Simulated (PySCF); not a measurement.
# N2H3 (hydrazinyl radical): ROCCSD(T)/STO-3G

Aim: the energy change on altering one bond length of N2H3 (hydrazinyl radical) at ROCCSD(T)/STO-3G, from 2 runs. 

Program for the calculation: PySCF 2.14.0.

6 further runs of the same task are left out: 6 set aside as unsound or not needed.

### 1 The system as given

The species is N2H3 (5 atoms), meant as a doublet with charge 0. SMILES: `[NH]N`. The coordinates come from a GFN2-xTB relaxation. This is one conformer, not always the lowest.

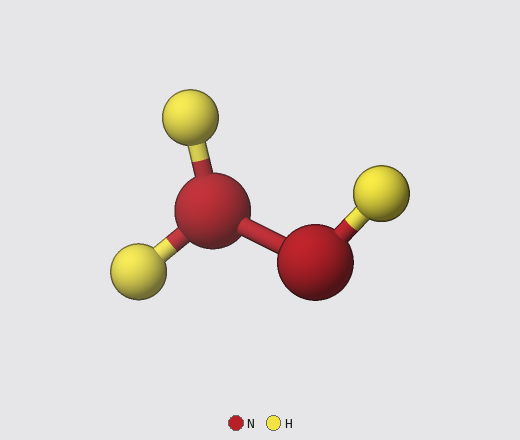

The structure, seen from a chosen angle (nitrogen red, hydrogen yellow).

### 2 A single-point energy at ROCCSD(T)/STO-3G

File calc.py:

```python
# hydrazinyl radical
from pyscf import gto, scf, cc

mol = gto.M(
    atom=[
    ('N', (-0.174970, -0.805480, 0.447260)),
    ('N', (-0.126270, 0.251970, -0.365880)),
    ('H', (0.751750, -0.989150, 0.831090)),
    ('H', (-1.043070, 0.577800, -0.638700)),
    ('H', (0.592550, 0.964850, -0.273770)),
],
    verbose=3,
    spin=1,
    max_memory=1860,
    basis='sto-3g',
    charge=0,
)

mf = scf.ROHF(mol)
mf.conv_tol = 1e-10
mf.kernel()
if not mf.converged:
    mf = mf.newton().run(mf.mo_coeff, mf.mo_occ)

mycc = cc.CCSD(mf, frozen=2)
mycc.kernel()
e_t = mycc.ccsd_t()
etot = mycc.e_tot + e_t
print(f'total energy: {etot:.8f} hartree')
```

The run is started by

```
$ OMP_NUM_THREADS=1 python calc.py
```

Standard output:

```text
converged SCF energy = -109.140286565576

WARN: RCCSD method does not support ROHF method. ROHF object is converted to UHF object and UCCSD method is called.

E(UCCSD) = -109.2464200582275  E_corr = -0.1061334926519356
UCCSD(T) correction = -0.000930165629371844
total energy: -109.24735022 hartree
```

Run time: 0.97 s. Hardware: 1 thread of Arm Neoverse V2, shared host; peak memory 0.11 GiB.

### 3 The distorted shape at the same level

File run.py:

```python
from pyscf import gto, scf, cc

mol = gto.Mole()
mol.atom = '''
N      1.055344    -2.014716     1.257639
N      1.147374    -0.016425    -0.278973
H      2.806591    -2.361802     1.982973
H     -1.971117     1.091884    -1.206968
H      2.505747     1.330722    -0.104910
'''
mol.spin = 1
mol.charge = 0
mol.verbose = 3
mol.unit = 'bohr'
mol.basis = 'sto-3g'
mol.max_memory = 1860
mol.build()

hf = scf.ROHF(mol)
hf.conv_tol = 1e-10
hf.kernel()
if not hf.converged:
    hf = hf.newton().run(hf.mo_coeff, hf.mo_occ)

mycc = cc.CCSD(hf, frozen=2)
mycc.kernel()
e_t = mycc.ccsd_t()
e_final = mycc.e_tot + e_t
print(f'total energy: {e_final:.8f} hartree')
```

The run is started by

```
$ OMP_NUM_THREADS=1 python run.py
```

Standard output:

```text
converged SCF energy = -108.912463759628

WARN: RCCSD method does not support ROHF method. ROHF object is converted to UHF object and UCCSD method is called.

E(UCCSD) = -109.137310992936  E_corr = -0.2248472333084339
UCCSD(T) correction = -0.00413583980389746
total energy: -109.14144683 hartree
```

It took 0.89 s on 1 thread of Arm Neoverse V2, shared host; peak memory 0.11 GiB.

### 4 Summary of results

Level: ROCCSD(T)/STO-3G, 2 core orbitals frozen.

| quantity | value |
| --- | --- |
| first shape: total energy | -109.24735 Eh |
| first shape: dipole moment (Hartree–Fock density) | 2.13 D |
| first shape: correlation energy (2 core orbitals frozen) | -107.1 mEh |
| first shape: (T) correction | -0.93 mEh |
| first shape: ⟨S²⟩ of the reference determinant | 0.750 |
| first shape: T1 diagnostic | 0.019 |
| distorted shape: total energy | -109.14145 Eh |
| distorted shape: dipole moment (Hartree–Fock density) | 2.36 D |
| distorted shape: correlation energy (2 core orbitals frozen) | -229.0 mEh |
| distorted shape: (T) correction | -4.14 mEh |
| distorted shape: ⟨S²⟩ of the reference determinant | 0.750 |
| distorted shape: T1 diagnostic | 0.132 |
| energy change with the N2–H4 bond stretched from 1.011 to 1.819 Å | 2.882 eV |

In words: With the N2–H4 bond stretched from 1.011 to 1.819 Å the energy rises by 2.88 eV (278 kJ/mol). The first shape isn't relaxed at this level, so the change isn't measured from a minimum. The minimal basis adds a large error of its own. The triples (first shape) make up 0.9 % of the correlation energy. The T1 diagnostic (distorted shape) of 0.132 is above the customary mark for such species, so a single reference may not serve. Mulliken charges (distorted shape) of the mean-field density run from -0.20 on N1 to +0.18 on H5; they depend strongly on the basis. The triples (distorted shape) make up 1.8 % of the correlation energy.
